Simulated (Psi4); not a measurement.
BH$_{2}$Cl (charge −1): molecular dynamics (part 2 of 2)

BH$_{2}$Cl, charge −1, multiplicity 2, SMILES [BH2-]Cl; TPSS/def2-TZVP, UKS, dispersion D3(BJ) (Psi4 1.11). The geometry comes from this level: GFN2-xTB.

Geometry of the input (Å):
```
B  -0.0727  -0.1943  -0.3373
Cl 1.3902  0.0624  0.8848
H  -0.9640  -0.7526  0.2646
H  -0.3535  0.8845  -0.8121
```

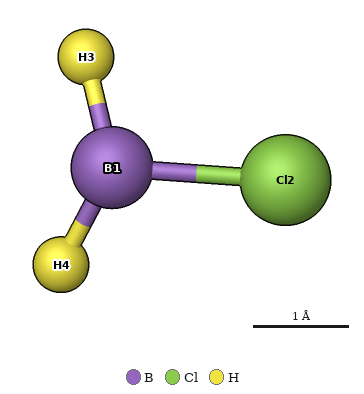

Figure 1. The geometry at step 13 of the log (ball-and-stick view, seen at a tilt; atoms are numbered from 1 in the order of the input).

## The program's output, continued
```
       Center              X                  Y                   Z               Mass
    ------------   -----------------  -----------------  -----------------  -----------------
         B           -0.984026203138    -0.171215633262    -0.796697136045    11.009305360000
         CL           0.396313373105     0.059075323534     0.308133204260    34.968852682000
         H           -1.795788401499    -0.909636563253    -0.372005879444     1.007825032230
         H           -1.205902279609     0.730209489080    -1.616417221738     1.007825032230

  Nuclear repulsion =   36.940598522005963

  ==> Basis Set <==

  Basis Set: DEF2-TZVP
    Blend: DEF2-TZVP
    Number of shells: 32
    Number of basis functions: 80
    Number of Cartesian functions: 90
    Spherical Harmonics?: true
    Max angular momentum: 3

  ==> DFJKGrad: Density-Fitted SCF Gradients <==

    Gradient:                    1
    J tasked:                  Yes
    K tasked:                   No
    wK tasked:                  No
    Integrals threads:           1
    Memory [MiB]:             1144
    Schwarz Cutoff:          1E-12
    Fitting Condition:       1E-10

   => Auxiliary Basis Set <=

  Basis Set: (DEF2-TZVP AUX)
    Blend: DEF2-UNIVERSAL-JKFIT
    Number of shells: 75
    Number of basis functions: 239
    Number of Cartesian functions: 284
    Spherical Harmonics?: true
    Max angular momentum: 4

  ==> DFT Potential <==

   => LibXC <=

    Version 7.1.2

   => Composite Functional: TPSS-D3BJ2B <=

    TPSS Meta-GGA XC Functional

    Deriv               =              1
    GGA                 =           TRUE
    Meta                =           TRUE

    Exchange Hybrid     =          FALSE
    MP2 Hybrid          =          FALSE

   => Exchange Functionals <=

    1.0000   XC_MGGA_X_TPSS

   => Correlation Functionals <=

    1.0000   XC_MGGA_C_TPSS

   => LibXC Density Thresholds  <==

    XC_MGGA_C_TPSS:  1.00E-15
    XC_MGGA_X_TPSS:  1.00E-15

   => Molecular Quadrature <=

    Radial Scheme          =       TREUTLER
    Pruning Scheme         =           NONE
    Nuclear Scheme         =       TREUTLER

    Blocking Scheme        =         OCTREE
    BS radius alpha        =              1
    Pruning alpha          =              1
    Radial Points          =             75
    Spherical Points       =            302
    Total Points           =          87264
    Total Blocks           =            715
    Max Points             =            256
    Max Functions          =             80
    Weights Tolerance      =       1.00E-15

  -Total Gradient:
     Atom            X                  Y                   Z
    ------   -----------------  -----------------  -----------------
       1        0.015476060472    -0.007412595302     0.031810837205
       2       -0.027739926802    -0.006910141988    -0.020533244231
       3        0.013159564934     0.007055141210    -0.002588268913
       4       -0.000890665136     0.007290052278    -0.008673516492

	total time  =          1 seconds =       0.02 minutes
```

## Standard output
```
step   0  Epot  -13233.401053  Ekin  0.267555  Etot  -13233.133498 eV  T   517.5 K
step   1  Epot  -13233.398906  Ekin  0.265463  Etot  -13233.133442 eV  T   513.4 K
step   2  Epot  -13233.386043  Ekin  0.252805  Etot  -13233.133238 eV  T   488.9 K
step   3  Epot  -13233.365694  Ekin  0.232771  Etot  -13233.132923 eV  T   450.2 K
step   4  Epot  -13233.342779  Ekin  0.210207  Etot  -13233.132572 eV  T   406.6 K
step   5  Epot  -13233.322727  Ekin  0.190444  Etot  -13233.132284 eV  T   368.3 K
step   6  Epot  -13233.309974  Ekin  0.177829  Etot  -13233.132145 eV  T   343.9 K
step   7  Epot  -13233.306672  Ekin  0.174481  Etot  -13233.132190 eV  T   337.5 K
step   8  Epot  -13233.312168  Ekin  0.179780  Etot  -13233.132389 eV  T   347.7 K
step   9  Epot  -13233.323473  Ekin  0.190810  Etot  -13233.132663 eV  T   369.0 K
step  10  Epot  -13233.336410  Ekin  0.203481  Etot  -13233.132928 eV  T   393.6 K
step  11  Epot  -13233.346888  Ekin  0.213761  Etot  -13233.133127 eV  T   413.4 K
step  12  Epot  -13233.351800  Ekin  0.218564  Etot  -13233.133236 eV  T   422.7 K
step  13  Epot  -13233.349390  Ekin  0.216131  Etot  -13233.133259 eV  T   418.0 K
step  14  Epot  -13233.339231  Ekin  0.206022  Etot  -13233.133209 eV  T   398.5 K
step  15  Epot  -13233.322059  Ekin  0.188963  Etot  -13233.133097 eV  T   365.5 K
step  16  Epot  -13233.299632  Ekin  0.166704  Etot  -13233.132928 eV  T   322.4 K
step  17  Epot  -13233.274633  Ekin  0.141923  Etot  -13233.132710 eV  T   274.5 K
step  18  Epot  -13233.250525  Ekin  0.118057  Etot  -13233.132468 eV  T   228.3 K
step  19  Epot  -13233.231154  Ekin  0.098908  Etot  -13233.132246 eV  T   191.3 K
step  20  Epot  -13233.220030  Ekin  0.087925  Etot  -13233.132105 eV  T   170.1 K
step  21  Epot  -13233.219385  Ekin  0.087284  Etot  -13233.132101 eV  T   168.8 K
step  22  Epot  -13233.229341  Ekin  0.097085  Etot  -13233.132256 eV  T   187.8 K
step  23  Epot  -13233.247566  Ekin  0.115020  Etot  -13233.132546 eV  T   222.5 K
step  24  Epot  -13233.269659  Ekin  0.136753  Etot  -13233.132906 eV  T   264.5 K
step  25  Epot  -13233.290152  Ekin  0.156899  Etot  -13233.133252 eV  T   303.5 K
```

## Trajectory as extended XYZ (Å, eV, eV/Å), 23 of the 26 frames kept, from step=0 to step=25
```
4
Properties=species:S:1:pos:R:3:forces:R:3 step=0 energy=-13233.40116
B    -0.0727   -0.1943   -0.3373   -0.1774   0.3183   0.3889
Cl    1.3902    0.0624    0.8848    0.2125  -0.0681   0.0137
H    -0.9640   -0.7526    0.2646   -0.0615  -0.2397  -0.1275
H    -0.3535    0.8845   -0.8121    0.0257  -0.0106  -0.2756
4
Properties=species:S:1:pos:R:3:forces:R:3 step=1 energy=-13233.39901
B    -0.0687   -0.1912   -0.3344   -0.3174  -0.1901   0.6391
Cl    1.3885    0.0623    0.8836    0.2791  -0.0453   0.0567
H    -0.9631   -0.7667    0.2768    0.1218  -0.0682  -0.2937
H    -0.3418    0.8676   -0.8145   -0.0841   0.3035  -0.4025
4
Properties=species:S:1:pos:R:3:forces:R:3 step=2 energy=-13233.38615
B    -0.0647   -0.1880   -0.3315   -0.4309  -0.6914   0.8802
Cl    1.3869    0.0621    0.8824    0.3449  -0.0220   0.1005
H    -0.9620   -0.7809    0.2882    0.2796   0.0936  -0.4436
H    -0.3303    0.8515   -0.8178   -0.1940   0.6200  -0.5375
4
Properties=species:S:1:pos:R:3:forces:R:3 step=3 energy=-13233.36580
B    -0.0607   -0.1851   -0.3283   -0.5212  -1.1521   1.0954
Cl    1.3853    0.0620    0.8812    0.4098   0.0016   0.1450
H    -0.9602   -0.7950    0.2986    0.4072   0.2402  -0.5726
H    -0.3193    0.8368   -0.8224   -0.2960   0.9105  -0.6682
4
Properties=species:S:1:pos:R:3:forces:R:3 step=5 energy=-13233.32284
B    -0.0533   -0.1800   -0.3211   -0.6626  -1.8117   1.3745
Cl    1.3822    0.0618    0.8789    0.5375   0.0497   0.2369
H    -0.9534   -0.8210    0.3150    0.5674   0.4752  -0.7603
H    -0.2996    0.8146   -0.8366   -0.4426   1.2872  -0.8515
4
Properties=species:S:1:pos:R:3:forces:R:3 step=6 energy=-13233.31008
B    -0.0498   -0.1780   -0.3171   -0.7291  -1.9563   1.4048
Cl    1.3807    0.0617    0.8778    0.6011   0.0741   0.2847
H    -0.9481   -0.8325    0.3205    0.6018   0.5600  -0.8184
H    -0.2913    0.8079   -0.8467   -0.4739   1.3226  -0.8715
4
Properties=species:S:1:pos:R:3:forces:R:3 step=7 energy=-13233.30678
B    -0.0464   -0.1765   -0.3128   -0.7981  -1.9635   1.3488
Cl    1.3792    0.0616    0.8767    0.6648   0.0986   0.3339
H    -0.9413   -0.8426    0.3241    0.6074   0.6216  -0.8530
H    -0.2841    0.8044   -0.8589   -0.4744   1.2437  -0.8301
4
Properties=species:S:1:pos:R:3:forces:R:3 step=8 energy=-13233.31228
B    -0.0432   -0.1754   -0.3082   -0.8673  -1.8442   1.2074
Cl    1.3778    0.0616    0.8756    0.7289   0.1233   0.3843
H    -0.9330   -0.8512    0.3257    0.5854   0.6590  -0.8648
H    -0.2780    0.8039   -0.8731   -0.4473   1.0623  -0.7274
4
Properties=species:S:1:pos:R:3:forces:R:3 step=9 energy=-13233.32358
B    -0.0403   -0.1747   -0.3033   -0.9306  -1.6226   0.9899
Cl    1.3764    0.0615    0.8745    0.7933   0.1481   0.4359
H    -0.9234   -0.8582    0.3252    0.5359   0.6711  -0.8537
H    -0.2731    0.8059   -0.8890   -0.3991   0.8038  -0.5726
4
Properties=species:S:1:pos:R:3:forces:R:3 step=10 energy=-13233.33652
B    -0.0375   -0.1743   -0.2982   -0.9796  -1.3294   0.7119
Cl    1.3751    0.0614    0.8735    0.8579   0.1729   0.4882
H    -0.9125   -0.8637    0.3226    0.4588   0.6564  -0.8198
H    -0.2690    0.8099   -0.9063   -0.3376   0.5005  -0.3808
4
Properties=species:S:1:pos:R:3:forces:R:3 step=11 energy=-13233.34700
B    -0.0349   -0.1743   -0.2929   -1.0055  -0.9947   0.3914
Cl    1.3739    0.0614    0.8725    0.9221   0.1974   0.5408
H    -0.9004   -0.8675    0.3181    0.3535   0.6132  -0.7628
H    -0.2658    0.8150   -0.9245   -0.2705   0.1842  -0.1698
4
Properties=species:S:1:pos:R:3:forces:R:3 step=13 energy=-13233.34950
B    -0.0305   -0.1748   -0.2822   -0.9620  -0.2902  -0.3111
Cl    1.3716    0.0613    0.8706    1.0473   0.2448   0.6449
H    -0.8742   -0.8710    0.3038    0.0565   0.4361  -0.5807
H    -0.2611    0.8259   -0.9616   -0.1423  -0.3908   0.2467
4
Properties=species:S:1:pos:R:3:forces:R:3 step=14 energy=-13233.33934
B    -0.0285   -0.1752   -0.2769   -0.8870   0.0521  -0.6667
Cl    1.3706    0.0613    0.8697    1.1068   0.2669   0.6953
H    -0.8606   -0.8710    0.2944   -0.1327   0.3018  -0.4583
H    -0.2593    0.8303   -0.9795   -0.0875  -0.6212   0.4295
4
Properties=species:S:1:pos:R:3:forces:R:3 step=15 energy=-13233.32217
B    -0.0268   -0.1756   -0.2718   -0.7797   0.3772  -1.0111
Cl    1.3696    0.0613    0.8689    1.1631   0.2875   0.7440
H    -0.8474   -0.8704    0.2839   -0.3433   0.1405  -0.3198
H    -0.2578    0.8332   -0.9963   -0.0406  -0.8058   0.5868
4
Properties=species:S:1:pos:R:3:forces:R:3 step=16 energy=-13233.29974
B    -0.0253   -0.1759   -0.2668   -0.6482   0.6786  -1.3342
Cl    1.3687    0.0614    0.8681    1.2154   0.3062   0.7903
H    -0.8350   -0.8694    0.2727   -0.5661  -0.0412  -0.1719
H    -0.2563    0.8342   -1.0118   -0.0015  -0.9444   0.7157
4
Properties=species:S:1:pos:R:3:forces:R:3 step=17 energy=-13233.27474
B    -0.0239   -0.1760   -0.2622   -0.5062   0.9473  -1.6253
Cl    1.3679    0.0614    0.8674    1.2631   0.3226   0.8341
H    -0.8240   -0.8685    0.2611   -0.7876  -0.2319  -0.0241
H    -0.2549    0.8329   -1.0256    0.0303  -1.0390   0.8152
4
Properties=species:S:1:pos:R:3:forces:R:3 step=18 energy=-13233.25063
B    -0.0226   -0.1760   -0.2580   -0.3718   1.1706  -1.8720
Cl    1.3672    0.0615    0.8667    1.3055   0.3365   0.8750
H    -0.8148   -0.8681    0.2494   -0.9896  -0.4161   0.1120
H    -0.2533    0.8291   -1.0374    0.0555  -1.0922   0.8850
4
Properties=species:S:1:pos:R:3:forces:R:3 step=19 energy=-13233.23126
B    -0.0214   -0.1756   -0.2541   -0.2655   1.3323  -2.0617
Cl    1.3666    0.0616    0.8661    1.3422   0.3476   0.9128
H    -0.8080   -0.8688    0.2380   -1.1517  -0.5751   0.2238
H    -0.2517    0.8227   -1.0471    0.0746  -1.1062   0.9250
4
Properties=species:S:1:pos:R:3:forces:R:3 step=20 energy=-13233.22014
B    -0.0203   -0.1750   -0.2507   -0.2071   1.4152  -2.1825
Cl    1.3660    0.0617    0.8656    1.3729   0.3558   0.9472
H    -0.8040   -0.8708    0.2271   -1.2539  -0.6900   0.3007
H    -0.2498    0.8136   -1.0545    0.0878  -1.0824   0.9344
4
Properties=species:S:1:pos:R:3:forces:R:3 step=22 energy=-13233.22945
B    -0.0181   -0.1728   -0.2454   -0.2820   1.2910  -2.1893
Cl    1.3653    0.0621    0.8647    1.4151   0.3636   1.0047
H    -0.8049   -0.8799    0.2076   -1.2287  -0.7354   0.3293
H    -0.2455    0.7879   -1.0628    0.0952  -0.9206   0.8549
4
Properties=species:S:1:pos:R:3:forces:R:3 step=23 energy=-13233.24767
B    -0.0172   -0.1713   -0.2434   -0.4145   1.0756  -2.0738
Cl    1.3650    0.0622    0.8644    1.4261   0.3633   1.0269
H    -0.8099   -0.8871    0.1990   -1.0999  -0.6600   0.2861
H    -0.2430    0.7716   -1.0638    0.0879  -0.7803   0.7603
4
Properties=species:S:1:pos:R:3:forces:R:3 step=24 energy=-13233.26977
B    -0.0163   -0.1695   -0.2420   -0.5929   0.7670  -1.8863
Cl    1.3649    0.0625    0.8641    1.4300   0.3605   1.0442
H    -0.8175   -0.8959    0.1911   -0.9092  -0.5304   0.2166
H    -0.2403    0.7534   -1.0630    0.0717  -0.5984   0.6248
4
Properties=species:S:1:pos:R:3:forces:R:3 step=25 energy=-13233.29026
B    -0.0155   -0.1676   -0.2409   -0.7958   0.3812  -1.6358
Cl    1.3648    0.0627    0.8639    1.4264   0.3553   1.0559
H    -0.8273   -0.9060    0.1838   -0.6767  -0.3628   0.1331
H    -0.2374    0.7338   -1.0606    0.0458  -0.3749   0.4460
```

## Key numbers

- outcome: finished
- trajectory: 26 frames kept
- potential energy (last step): −486.314447 hartree
- dispersion energy (last step): −0.002101 hartree
- basis functions (last step): 80
- ⟨S²⟩ (last step): 0.754
- hardware: 1 thread of Intel Xeon (Granite Rapids), 128 GiB of memory available, shared host
- wall time: 3.6 min
- peak memory: 1.1 GiB

## Notes

The record of the run, not the program, notes: unbound anion.
